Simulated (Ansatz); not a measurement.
# BH$_{7}$O$_{2}$Si$_{2}$ (SMILES [SiH3]OBO[SiH3]): what the fields show

```yaml
atoms:
  - { symbol: B, position_ang: [0.8427, 0.7348, 0.0760] }
  - { symbol: O, position_ang: [-0.3844, 0.2844, 0.4591] }
  - { symbol: O, position_ang: [1.5330, 0.0492, -0.8646] }
  - { symbol: Si, position_ang: [-1.5233, 0.8324, 1.5591] }
  - { symbol: Si, position_ang: [1.0522, -1.3546, -1.6620] }
  - { symbol: H, position_ang: [-1.0126, 2.0401, 2.2723] }
  - { symbol: H, position_ang: [-2.7707, 1.1663, 0.8170] }
  - { symbol: H, position_ang: [-1.7931, -0.2615, 2.5327] }
  - { symbol: H, position_ang: [1.3299, 1.7341, 0.5586] }
  - { symbol: H, position_ang: [-0.1994, -1.1129, -2.4357] }
  - { symbol: H, position_ang: [2.1598, -1.7045, -2.5919] }
  - { symbol: H, position_ang: [0.8428, -2.4629, -0.6866] }
```

Geometry: PBE0-D4/def2-SVP.

These are results of isolated molecule in a Gaussian basis; Kohn-Sham density functional theory, functional PBE0 in Ansatz, not measurements.

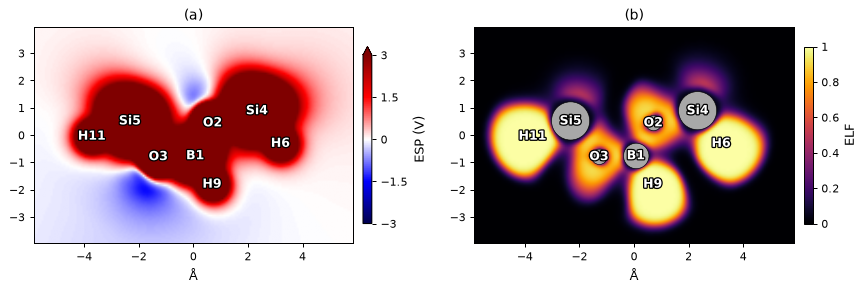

Figure 1. (a) electrostatic potential; (b) ELF on the plane of atoms O2, B1 and O3. Grey discs cover the atomic cores in the ELF map.

> What does the map show?

- The plane passes through B, O, Si and H nuclei.
- B–O (1.35 Å): the ELF peaks at about 0.90 between the atoms: a short, strongly polar bond.
- Si–O (1.68 Å): the ELF peaks at about 0.90 between the atoms (a shared but strongly polarised pair).
- B–H (1.21 Å): the ELF climbs to about 1 towards the hydrogen, as it does in any bond to H; an ordinary covalent bond to hydrogen.
- Si–H (1.49 Å): the ELF climbs to about 1 towards the hydrogen.
- The ELF also peaks beside O3 and O2, away from the bonds: lone-pair regions.
- Outside the dense part of the molecule the potential is most negative (−1.5 V) near O3.

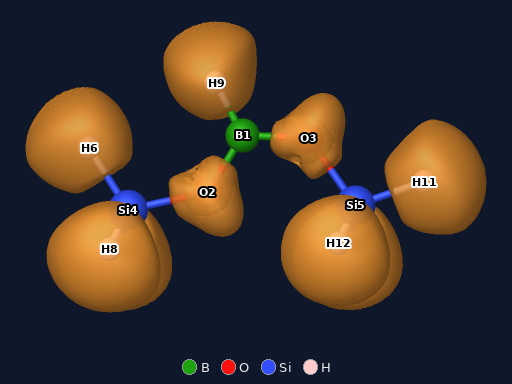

Figure 2. Isosurface of the ELF at 0.8 (orange), seen across its widest extent. Core shells and regions of very low density are left out.

> Describe the localisation domains.

The ELF exceeds this value in seven regions around hydrogen nuclei and two regions on O in which the atom's valence shell and bonds are merged.

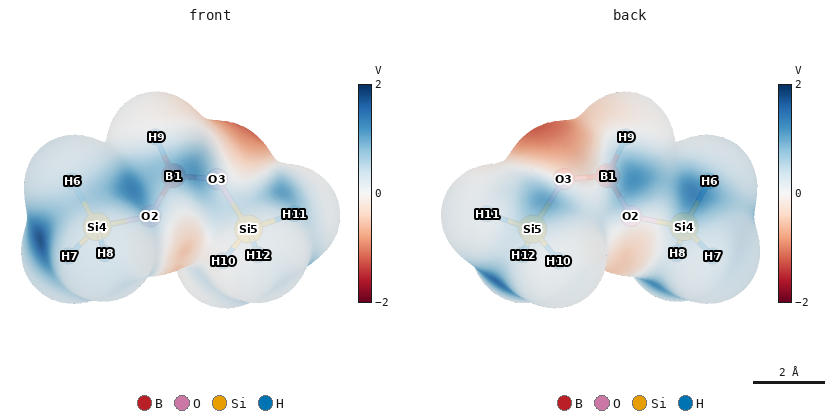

Figure 3. The molecular electrostatic potential painted on the density surface at 0.002 e/bohr³, seen from the front and from behind; the colour scale runs from red (negative) to blue (positive).

> Which sites attract a positive test charge, and which a negative one?

A positive charge is drawn to the negative regions and a negative charge to the positive ones. The most negative region (about −1.1 V, or −25 kcal/mol for a unit charge) lies over O3, the most positive (about +1.6 V, or +37 kcal/mol for a unit charge) over Si4 and Si5. O3 is the likeliest acceptor of a hydrogen bond.
